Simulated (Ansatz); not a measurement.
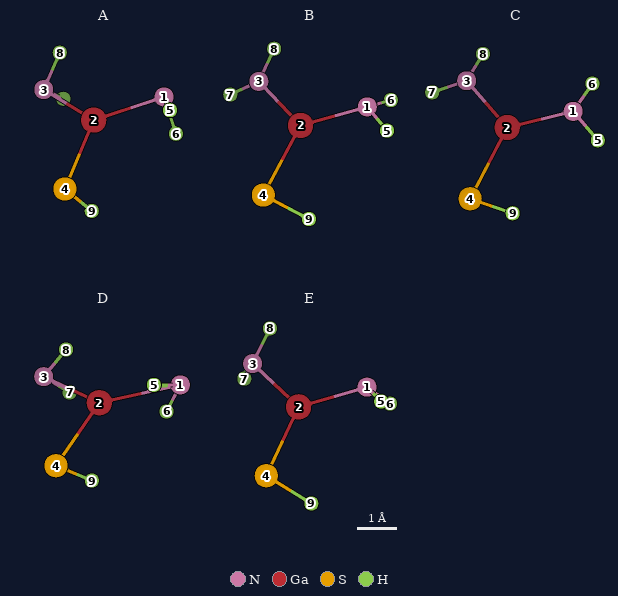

5 geometries from one relaxation of GaN₂H₅S (coarse preliminary run), in shuffled order. Style: ball-and-stick. Shown at a tilt.

The start comes from a force field.

The calculation used Ansatz, RKS PBE-D4/def2-SVP. Set-up: force threshold 0.03 eV/Å; at most 200 steps.

**Put them in the order of the run, from the start to the converged end.**

D, A, E, B, C. They are steps 0, 3, 7, 10, 19, at +5.751 eV, +1.554 eV, +0.371 eV, +0.041 eV relative to the last. The largest move after the best rigid fit is that of H7, 1.39 Å. By element the largest moves are H 1.39 Å, N 0.64 Å, S 0.61 Å, Ga 0.32 Å. Among the contacts that change: N1–Ga2 2.166 → 1.836 Å, N3–H7 1.088 → 1.022 Å, Ga2–N3 1.883 → 1.833 Å, N1–H5 1.069 → 1.022 Å. Bond angles that change, for instance: Ga2–N1–H5 49.8° → 119.0°, Ga2–N1–H6 62.1° → 119.3°, Ga2–N3–H8 64.3° → 120.0°. Groups turn about Ga2–S4 by about 70°. Over 17 accepted moves (19 points after the start) the energy falls by 5.751 eV. Largest force component: 2.9 eV/Å at the start, 0.025 eV/Å at the end. The line search rejected the trial steps at points 13, 15 of the run. The forces were under the threshold at step 16, but the run went on from there.
